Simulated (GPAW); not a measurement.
The Pd L₃ edge of atom 2 in CdPd (P4/mmm), with 8 Cd at 2.81 Å and 4 Pd at 3.03 Å (distorted cuboctahedral, site symmetry 4/mmm), was computed in 2 ways: excited-electron core hole (neutral cell) and no core hole. Program and functional: GPAW, LDA, Gaussian full width 2.25 eV up to 4 eV, rising linearly to 3.5 eV at 25 eV; cells of 2 and 16 atoms (the run without a hole in the smaller).

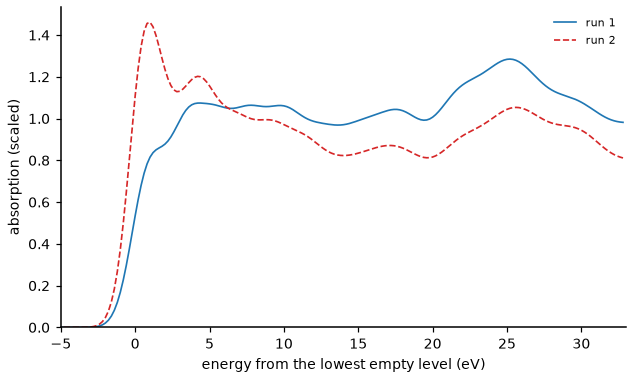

Each run is counted from its own lowest empty level or Fermi level and scaled to a mean of 1 over its first 20 eV.

Q: Which run is which?

Run 1: excited-electron core hole (neutral cell) (area from −2 to 6 eV 6.1, main maxima 4.4 eV (1.07), 17.4 eV (1.04) and 25.2 eV (1.29)). Run 2: no core hole (area from −2 to 6 eV 8.2, main maxima 1.0 eV (1.46), 4.2 eV (1.20), 17.2 eV (0.87) and 25.6 eV (1.05)). With each curve scaled to its own mean, the area from −2 to 6 eV with the hole is 6.1 against 8.2, and the centre of weight from −1 to 20 eV moves by +1.2 eV (first and strongest maxima below 20 eV: 1.0 eV (1.46), 4.2 eV (1.20) and 17.2 eV (0.87) without the hole, 4.4 eV (1.07) and 17.4 eV (1.04) with it): the near-edge weight falls against the higher-lying part.

[Hosts, paths, dates, database ids (printed as entryN), source tags and the programs' standing remarks are cut or masked in the printed files.]

[Lists of maxima count a maximum above −3 eV only where it reaches 4 % of the highest in the window and stands out from its surroundings by 2 % of it (1.5 % where it reaches 55 %); shoulders and weaker maxima are passed over, and of the rest the first, up to two pre-edge ones and the few strongest are named.]
